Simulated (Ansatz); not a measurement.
**Li2HgF4 (built on the sites of a database entry of Cs2HgF4): from the cell to its phonons**

How does Li2HgF4 (built on the sites of a database entry of Cs2HgF4) vibrate, and is this structure a minimum?

Calculated with Ansatz 0.2.0; DFT PBEsol, scalar-relativistic, plane waves, PAW.

The structure was built from a prototype and need not be the compound's stable phase.

## (1) Starting point

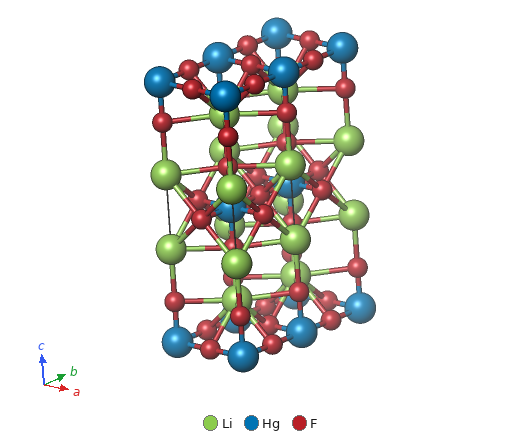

The cell as given, from a free direction (lithium green, mercury blue, fluorine red). 1×2×1 cells are drawn. This picture shows the conventional cell, with its axes. Some periodic images of atoms are drawn too.

## (2) Rough relaxation

A rough relaxation comes first, because large forces or stress need no tight tolerances yet.

input.yaml

```yaml
crystal:
  lattice:
    - [-1.56338, 1.56338, 4.87199]
    - [1.56338, -1.56338, 4.87199]
    - [1.56338, 1.56338, -4.87199]
  atoms:
    - { symbol: Li, position: [0.35662797, 0.35662797, 0.0] }
    - { symbol: Li, position: [0.64337203, 0.64337203, 0.0] }
    - { symbol: Hg, position: [0.0, 0.0, 0.0] }
    - { symbol: F, position: [0.1553619, 0.1553619, 0.0] }
    - { symbol: F, position: [0.8446381, 0.8446381, 0.0] }
    - { symbol: F, position: [0.0, 0.5, 0.5] }
    - { symbol: F, position: [0.5, 0.0, 0.5] }
kpoints:
  mp_grid: { grid: [8, 8, 8] }
hamiltonian:
  xc: pbesol
scf:
  occupations: { method: gaussian, width: 0.1 }
output:
  forces: true
  stress: true
  eigenvalues: true
relax:
  adjacent_minimum: "off"
  f_tol: 0.05
  max_steps: 80
  cell: { stress_tol: 0.5 }
```

Run with:

```sh
$ ansatz run input.yaml --threads 8 --pin off --max-ram 14336MiB --backend cpu --events-out ev --progress --plain --runs-dir out
```

Numbers of over 12 decimals in the logs are rounded to 6 here.

The program printed:

```text
The last accepted step is kept in <dir> (removed where the run ends without a failure and the disk answers)
[...]
- [2.261220, 2.261220, -5.435558]
  atoms:
    - { symbol: Li, position: [0.358466, 0.358466, 0] }
    - { symbol: Li, position: [0.641534, 0.641534, 0] }
    - { symbol: Hg, position: [-1.2263425008093879e-18, -1.2263425008094017e-18, 0] }
    - { symbol: F, position: [0.202400, 0.202400, 0] }
    - { symbol: F, position: [0.797600, 0.797600, 0] }
    - { symbol: F, position: [-1.226342500809388e-18, 0.5, 0.5] }
    - { symbol: F, position: [0.5, -1.2263425008093983e-18, 0.5] }
[key lines of the parts left out:]
SCF converged after 6 iterations
Free energy (F): -17278.266855 eV
Fermi energy:    3.091357 eV
P = ⅓ Tr σ = 0.2687 GPa (2.687 kbar)
```

The job ended after 31 s (8 threads of Arm Neoverse V1, shared host; peak memory 0.64 GiB; 3.7 min of CPU time).

The steps of the relaxation:

```tsv
step	energy less that of the first step (eV)	largest force component (eV/Å)	pressure (GPa)	volume (Å³)
1	0.0000	39.9459	466.12	47.63
2	-22.4421	23.9747	279.04	54.27
3	-36.4352	11.4985	153.89	61.40
4	-43.2640	5.5646	79.37	68.37
5	-46.5009	2.1656	29.05	75.22
6	-47.3812	0.1763	6.54	76.66
7	-47.3997	0.0523	-1.93	78.29
8	-47.4070	0.0342	0.00	77.59
9*	-50.6300	0.0896	40.46	77.59
10	-52.2272	0.2459	22.15	86.00
11	-53.0570	0.3279	8.29	94.44
12	-53.2676	0.2672	0.21	101.07
13	-53.2861	0.2368	-0.79	101.74
14	-53.3040	0.1451	-0.59	101.30
15	-53.3086	0.0676	-0.07	100.89
16	-53.3100	0.0420	0.08	100.73
17*	-53.7802	0.0477	5.81	100.73
18	-53.8828	0.2768	3.25	104.50
19	-53.8901	0.0893	-1.06	112.64
20	-53.9153	0.0489	0.16	111.05
21	-53.9151	0.0077	-0.01	111.17
22*	-53.9785	0.0097	0.27	111.17
```

Relaxation steps marked * repeat the geometry before them on a plane-wave basis chosen anew for their cell, so energy and pressure can jump there.

The run keeps the 16 symmetry operations that it works with, so distortions that break them were not tested.

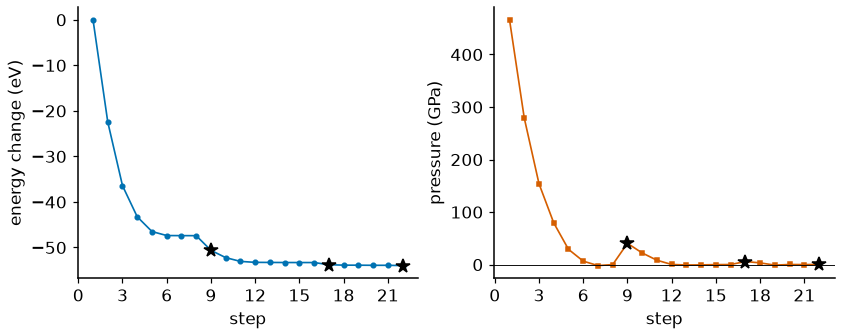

Energy and pressure along the relaxation. Stars mark steps on a basis chosen anew.

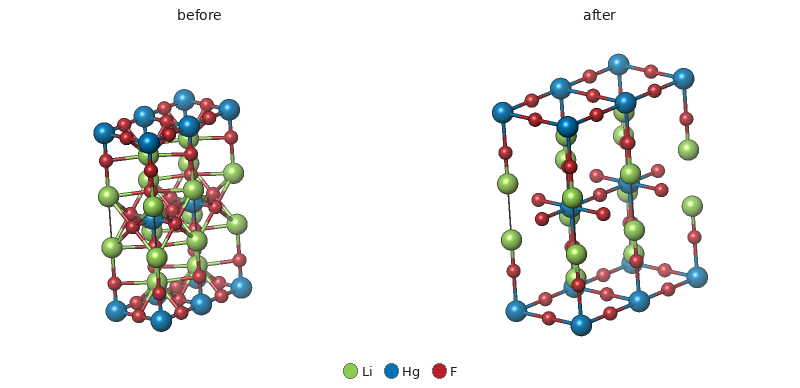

The structure before and after the relaxation, drawn at the same scale.

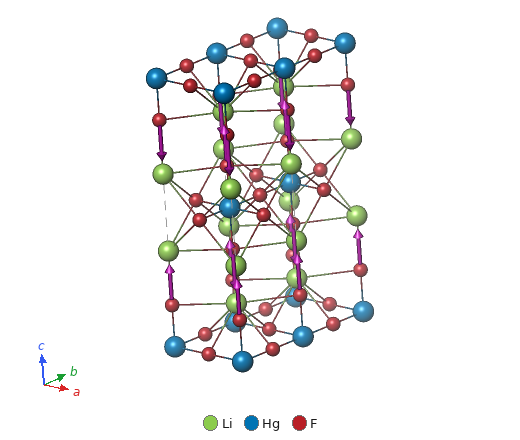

Displacements in the relaxation, exaggerated, measured against the changing cell; the longest in the cell stands for 0.51 Å. 1×2×1 conventional cells are drawn. Some periodic images of atoms are drawn too.

```tsv
cell as run	before	after	change
a (Å)	5.350	6.306	+17.9 %
b (Å)	5.350	6.306	+17.9 %
c (Å)	5.350	6.306	+17.9 %
α (°)	146.02	137.98	-5.5 %
β (°)	146.02	137.98	-5.5 %
γ (°)	48.82	60.94	+24.8 %
volume (Å³/atom)	6.80	15.88	+133.4 %
```

The atoms that moved most (Å, as changes of fractional coordinates times the final cell):

```tsv
atom	dx	dy	dz	length
F5	0.000	0.000	-0.511	0.511
F4	0.000	0.000	0.511	0.511
Li1	0.000	0.000	0.020	0.020
Li2	0.000	0.000	-0.020	0.020
```

This step gave:

| Quantity | Value |
| --- | --- |
| pressure | 0.2687 GPa |
| gap on the k-mesh | 1.664 eV |
| volume per atom | 15.88 Å³ |
| direct gap on mesh | 3.358 eV |

In this step the volume went from 6.80 to 15.88 Å³/atom.

## (3) Relaxation

The cell and atoms are relaxed, since residual forces and stress would shift the frequencies.

input.yaml

```yaml
crystal:
  lattice:
    - [-2.2612204918, 2.2612204918, 5.4355578302]
    - [2.2612204918, -2.2612204918, 5.4355578302]
    - [2.2612204918, 2.2612204918, -5.4355578302]
  atoms:
    - { symbol: Li, position: [0.358465825, 0.358465825, 0.0] }
    - { symbol: Li, position: [0.641534175, 0.641534175, 0.0] }
    - { symbol: Hg, position: [0.0, 0.0, 0.0] }
    - { symbol: F, position: [0.2023995261, 0.2023995261, 0.0] }
    - { symbol: F, position: [0.7976004739, 0.7976004739, 0.0] }
    - { symbol: F, position: [0.0, 0.5, 0.5] }
    - { symbol: F, position: [0.5, 0.0, 0.5] }
kpoints:
  mp_grid: { grid: [8, 8, 8] }
hamiltonian:
  xc: pbesol
scf:
  occupations: { method: gaussian, width: 0.02 }
output:
  forces: true
  stress: true
  eigenvalues: true
relax:
  adjacent_minimum: "off"
  f_tol: 0.005
  max_steps: 80
  cell: { stress_tol: 0.05 }
```

The program printed:

```text
[...]
Crystal: 7 atoms, lattice volume = 111.171 Å³
Basis set: ecut = 420 eV, 2163 PW (Γ), exchange–correlation on 90×90×90 points (8 copies of the dense FFT grid, shifted against one another)
Bands: 34, of which v1, the nominal top of the filled ones, is band 27 counted from 1 (26 counted from 0)
Symmetry: 16 space group operations
[...]
k-points: 59 of 512
[...]
cell:  # Å, volume = 111.6966 Å³
    - [-2.269040, 2.269040, 5.423699]
    - [2.269040, -2.269040, 5.423699]
    - [2.269040, 2.269040, -5.423699]
  atoms:
    - { symbol: Li, position: [0.358929, 0.358929, 0] }
    - { symbol: Li, position: [0.641071, 0.641071, 0] }
    - { symbol: Hg, position: [0, 0, 0] }
    - { symbol: F, position: [0.202451, 0.202451, 0] }
    - { symbol: F, position: [0.797549, 0.797549, 0] }
    - { symbol: F, position: [0, 0.5, 0.5] }
    - { symbol: F, position: [0.5, 0, 0.5] }
[key lines of the parts left out:]
SCF converged after 7 iterations
Free energy (F): -17278.267960 eV
Fermi energy:    3.025665 eV
P = ⅓ Tr σ = 0.0291 GPa (0.291 kbar)
```

Elapsed: 9.8 s, on 8 threads; peak memory 0.67 GiB.

The steps of the relaxation:

```tsv
step	energy less that of the first step (eV)	largest force component (eV/Å)	pressure (GPa)	volume (Å³)
1	0.0000	0.0097	0.27	111.17
2	0.0009	0.0293	-0.04	111.71
3	0.0009	0.0108	-0.03	111.77
4	0.0007	0.0028	0.00	111.70
5*	-0.0011	0.0029	0.03	111.70
```

Relaxation steps marked * repeat the geometry before them on a plane-wave basis chosen anew for their cell, so energy and pressure can jump there.

The run keeps the 16 symmetry operations that it works with, so distortions that break them were not tested.

```tsv
conventional cell, symmetrised	before	after	change
a (Å)	4.522	4.538	+0.3 %
b (Å)	4.522	4.538	+0.3 %
c (Å)	10.871	10.847	-0.2 %
volume (Å³/atom)	15.88	15.96	+0.5 %
```

Numbers from this step:

| Quantity | Value |
| --- | --- |
| pressure | 0.02910 GPa |
| gap on the k-mesh | 1.703 eV |
| volume per atom | 15.96 Å³ |
| direct gap on mesh | 3.357 eV |

In this step the volume went from 15.88 to 15.96 Å³/atom.

## (4) Relaxing to small forces for the phonons

Phonons need a cell at rest on their own settings, so the relaxation is repeated with tight tolerances on forces and stress, using the mesh and the filling of the phonon run that follows.

input.yaml

```yaml
crystal:
  lattice:
    - [-2.2690397257, 2.2690397257, 5.4236992974]
    - [2.2690397257, -2.2690397257, 5.4236992974]
    - [2.2690397257, 2.2690397257, -5.4236992974]
  atoms:
    - { symbol: Li, position: [0.3589289991, 0.3589289991, 0.0] }
    - { symbol: Li, position: [0.6410710009, 0.6410710009, 0.0] }
    - { symbol: Hg, position: [0.0, 0.0, 0.0] }
    - { symbol: F, position: [0.2024508579, 0.2024508579, 0.0] }
    - { symbol: F, position: [0.7975491421, 0.7975491421, 0.0] }
    - { symbol: F, position: [0.0, 0.5, 0.5] }
    - { symbol: F, position: [0.5, 0.0, 0.5] }
kpoints:
  mp_grid: { grid: [8, 8, 8] }
hamiltonian:
  xc: pbesol
scf:
  occupations: { method: fixed }
output:
  forces: true
  stress: true
  eigenvalues: true
relax:
  adjacent_minimum: "off"
  f_tol: 0.001
  max_steps: 60
  cell: { stress_tol: 0.01 }
```

The program printed:

```text
[...]
Crystal: 7 atoms, lattice volume = 111.697 Å³
Basis set: ecut = 420 eV, 2195 PW (Γ), exchange–correlation on 90×90×90 points (8 copies of the dense FFT grid, shifted against one another)
Bands: 34, of which v1, the nominal top of the filled ones, is band 27 counted from 1 (26 counted from 0)
Symmetry: 16 space group operations
[...]
k-points: 59 of 512
[...]
cell:  # Å, volume = 111.7503 Å³
    - [-2.269874, 2.269874, 5.422320]
    - [2.269874, -2.269874, 5.422320]
    - [2.269874, 2.269874, -5.422320]
  atoms:
    - { symbol: Li, position: [0.359004, 0.359004, 0] }
    - { symbol: Li, position: [0.640996, 0.640996, 0] }
    - { symbol: Hg, position: [0, 0, 0] }
    - { symbol: F, position: [0.202452, 0.202452, 0] }
    - { symbol: F, position: [0.797548, 0.797548, 0] }
    - { symbol: F, position: [0, 0.5, 0.5] }
    - { symbol: F, position: [0.5, 0, 0.5] }
[key lines of the parts left out:]
SCF converged after 7 iterations
Free energy (F): -17278.267937 eV
Fermi energy:    2.165524 eV
P = ⅓ Tr σ = 0.0027 GPa (0.027 kbar)
```

It took 9.9 s on 8 threads; peak memory 0.67 GiB; 72 s of CPU time.

Little changed from the start: no atom moved by 0.005 Å and no cell edge by 0.1 %.

This step gave:

| Property | Result |
| --- | --- |
| pressure | 0.002692 GPa |
| gap on the k-mesh | 1.708 eV |
| direct gap on mesh | 3.356 eV |

The largest force component left is 0.59 meV/Å and the pressure is 0.003 GPa, within the tolerances set. The cell now holds 15.96 Å³/atom.

[end of part 1 of 2]

[Logs are printed without paths, hosts, clocks, repeated set-up lines and the standing remarks that a program may print on its own settings, such as how far it seeks lower states.]

[Hosts, paths, dates, database ids (printed as entryN), source tags and the programs' standing remarks are cut or masked in the printed files.]
